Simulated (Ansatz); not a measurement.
# BH6NSi2: what the fields show

```yaml
atoms:
  - { symbol: Si, position_ang: [-1.4174, 0.8532, -0.8064] }
  - { symbol: Si, position_ang: [-0.1409, -0.7426, 0.3189] }
  - { symbol: B, position_ang: [1.3744, -0.3602, 1.4676] }
  - { symbol: N, position_ang: [1.6090, -0.5807, 0.1334] }
  - { symbol: H, position_ang: [-1.4653, 0.5966, -2.2731] }
  - { symbol: H, position_ang: [-2.8138, 0.8378, -0.2907] }
  - { symbol: H, position_ang: [-0.8345, 2.2029, -0.5797] }
  - { symbol: H, position_ang: [-0.6431, -2.1277, 0.0929] }
  - { symbol: H, position_ang: [2.0178, -0.1160, 2.4351] }
  - { symbol: H, position_ang: [2.3970, -0.6147, -0.4950] }
```

Geometry: PBE0-D4/def2-TZVP.

Level of theory: RKS PBE0-D4/def2-TZVPP in Ansatz 0.2.0.

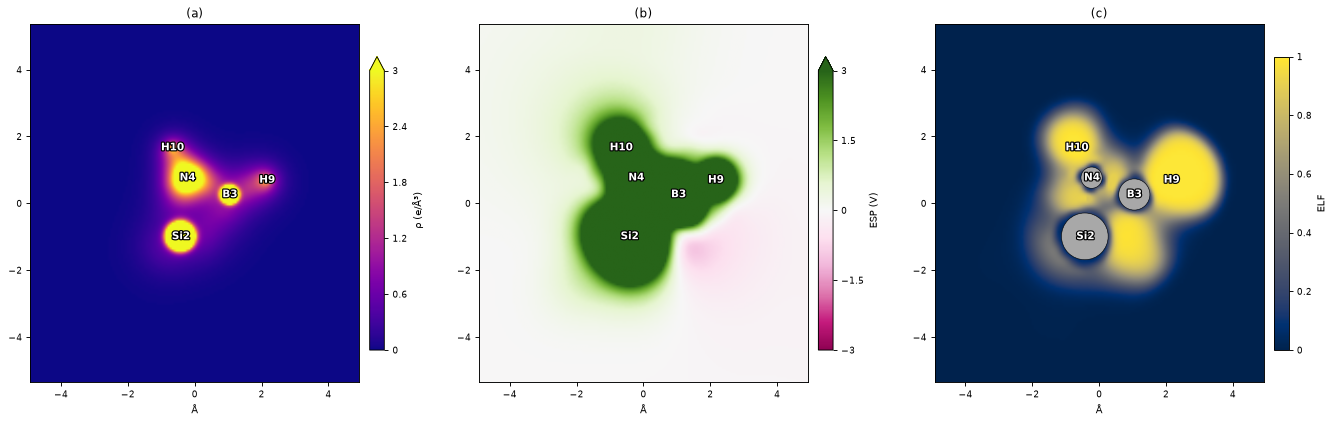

Figure 1. (a) electron density; (b) electrostatic potential; (c) electron localisation function on the plane of atoms Si2, N4 and B3. Grey discs cover the atomic cores in the ELF map.

Q: Read the bonding off the picture.

A: Atoms in the plane: Si, B, N and H. B–N (1.37 Å): ρ is about 2 e/Å³ halfway; the ELF peaks at about 0.90 between the atoms, as expected for a short, strongly polar bond. Si–N (1.77 Å): ρ at the midpoint is about 0.93 e/Å³; the ELF peaks at about 0.85 between the atoms; a shared but strongly polarised pair. Si–B (1.94 Å): ρ is about 0.71 e/Å³ halfway; the ELF peaks at about 0.70 between the atoms. N–H (1.01 Å): ρ at the midpoint is about 2.9 e/Å³; the ELF climbs to about 1 towards the hydrogen, as it does in any bond to H (a covalent bond by its length). B–H (1.19 Å): the density is about 1.3 e/Å³ at the midpoint; the ELF climbs to about 1 towards the hydrogen; an ordinary covalent bond to hydrogen. Outside the dense part of the molecule the potential is most negative (−1.0 V) near H9.

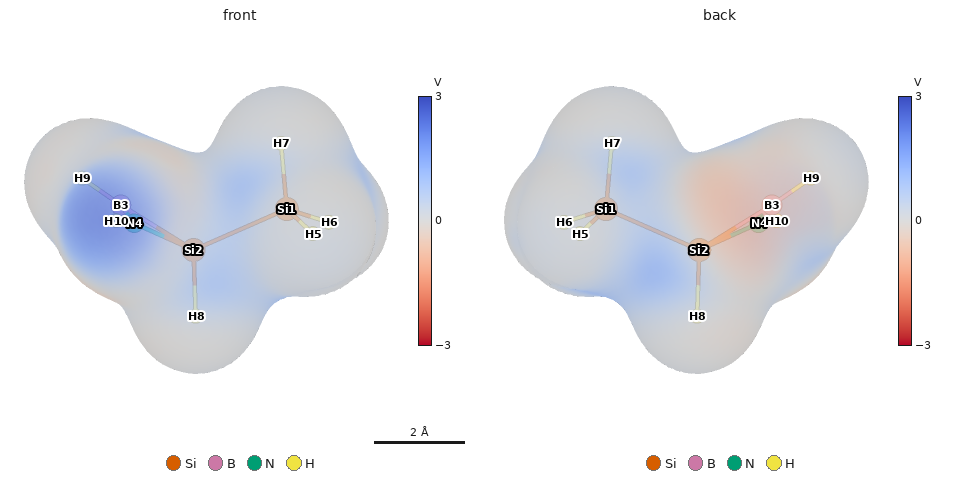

Figure 2. The molecular electrostatic potential painted on the density surface at 0.002 e/bohr³, seen from the front and from behind; the colour scale runs from red (negative) to blue (positive).

Q: Describe the electrostatic potential map.

A: The most negative region (about −0.8 V, or −18 kcal/mol for a unit charge) lies over H9, the most positive (about +2.1 V, or +48 kcal/mol for a unit charge) over H10.

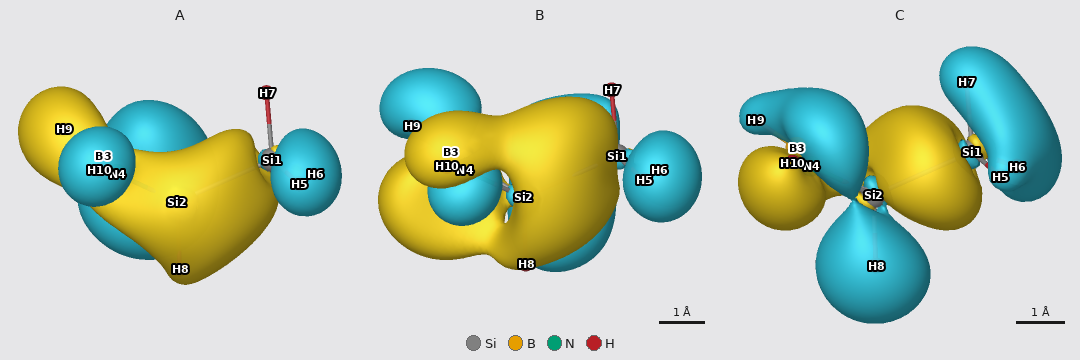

Figure 3. Three frontier orbitals at ±0.06 Å⁻³ᐟ² (yellow and cyan are the two phases), in no order.

Q: Which picture is the HOMO−1, the HOMO and the LUMO?

A: C is the HOMO−1 (−7.90 eV). It lies mainly on Si2 (about 25 %), Si1 (about 20 %), N4 (about 20 %), H8 (about 15 %) and B3 (about 5 %). A is the HOMO (−6.97 eV). By Hirshfeld shares it lies mainly on Si2 (about 40 %), B3 (about 30 %), N4 (about 10 %) and Si1 (about 10 %). B is the LUMO (−0.66 eV). By Hirshfeld shares it lies mainly on Si2 (about 35 %), Si1 (about 20 %), B3 (about 20 %) and N4 (about 10 %).

Q: What is the HOMO–LUMO gap?

A: 6.31 eV between the orbital energies.

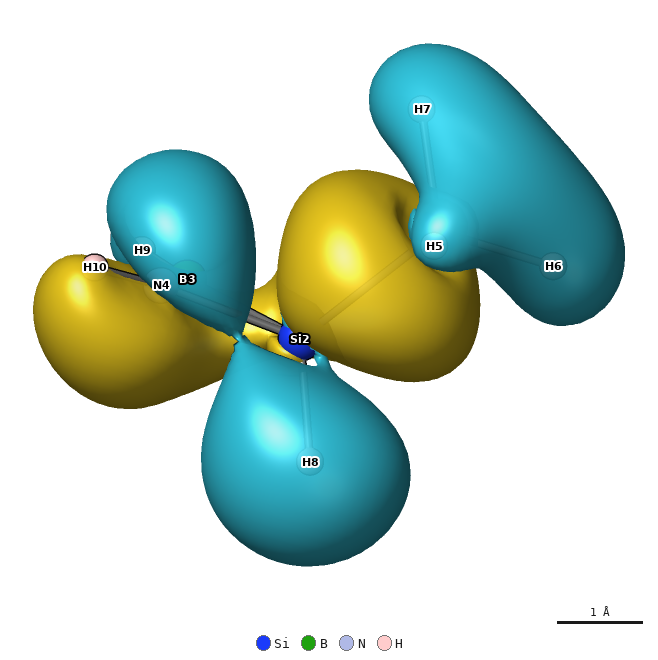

Figure 4. The HOMO−1 at ±0.06 Å⁻³ᐟ² (yellow and cyan are the two phases), seen at a tilt.

Q: What is the character of this orbital?

A: Its weight (Hirshfeld) is mainly on Si2 (about 25 %), Si1 (about 20 %), N4 (about 20 %), H8 (about 15 %) and B3 (about 5 %). Its energy is −7.90 eV.
